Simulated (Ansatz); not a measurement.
# C₂H₆InO radical: small, medium and large basis sets

Aim: see how fast density functionals converge with the basis set for C₂H₆InO radical.

Method: one geometry, several basis sets; program: Ansatz 0.2.0, Gaussian basis.

Plan: PBE0-D4/def2-SVP; ωB97M-V/def2-SVP; PBE0-D4/def2-QZVPP; ωB97M-V/def2-QZVPP; the functionals' def2-TZVPP values are taken from earlier runs.

### Step 1. Structure used throughout

All runs share one geometry, relaxed beforehand with PBE0-D4 in a triple-zeta def2 set. In takes the def2 core potential; no spin-orbit term is included.

SMILES `[CH2][In]([CH3])[OH]`, 10 atoms, charge 0, spin multiplicity 2.

Atoms are counted from 1 here; the program's logs count them from 0.

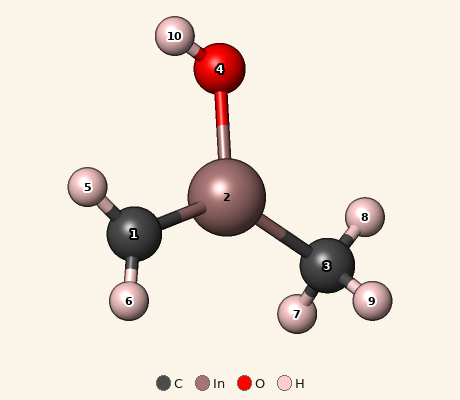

The structure; carbon dark grey, indium brown, oxygen red, hydrogen pink; atoms are numbered from 1 in the order of the file.

### Step 2. PBE0-D4 in def2-SVP

in.yaml reads:

```yaml
crystal:
  periodic: [false, false, false]
  atoms:
    - {symbol: C, position_ang: [-1.568389, 1.308581, -0.676421]}
    - {symbol: In, position_ang: [0.102241, 0.107166, -0.195422]}
    - {symbol: C, position_ang: [0.542093, -1.317805, 1.328524]}
    - {symbol: O, position_ang: [1.647064, 0.341110, -1.447602]}
    - {symbol: H, position_ang: [-1.576051, 1.984258, -1.527965]}
    - {symbol: H, position_ang: [-2.492418, 1.311361, -0.104310]}
    - {symbol: H, position_ang: [-0.074478, -2.208685, 1.200645]}
    - {symbol: H, position_ang: [1.592629, -1.597170, 1.256472]}
    - {symbol: H, position_ang: [0.342926, -0.901907, 2.316707]}
    - {symbol: H, position_ang: [1.484394, 0.973090, -2.150650]}
basis:
  gaussian: {orbitals: def2-SVP}
magnetization: {spin_polarized: true, initial_magnetization: 1}
hamiltonian: {xc: pbe0, dispersion: d4}
output: {orbitals: {seedname: orbitals}}
```

Command:

```console
$ ansatz run in.yaml --threads 4 --pin off --events-out ev --progress --plain --max-ram 10444MiB
```

The runs that follow: ωB97M-V in def2-SVP; PBE0-D4 in def2-QZVPP; ωB97M-V in def2-QZVPP.

Q: Predict the results of all the runs planned. Wanted: PBE0-D4: double and triple zeta above quadruple; ωB97M-V: double and triple zeta above quadruple.

**Answer**, as computed:

```
                                       quantity          value
PBE0-D4: double and triple zeta above quadruple  5.76, 0.31 eV
ωB97M-V: double and triple zeta above quadruple  5.99, 0.31 eV
```

What this shows: PBE0-D4 gains 5.45 eV from double to triple zeta, then 0.31 eV more. These are total energies; as a rule much of such shifts cancels in differences, which this series doesn't test.
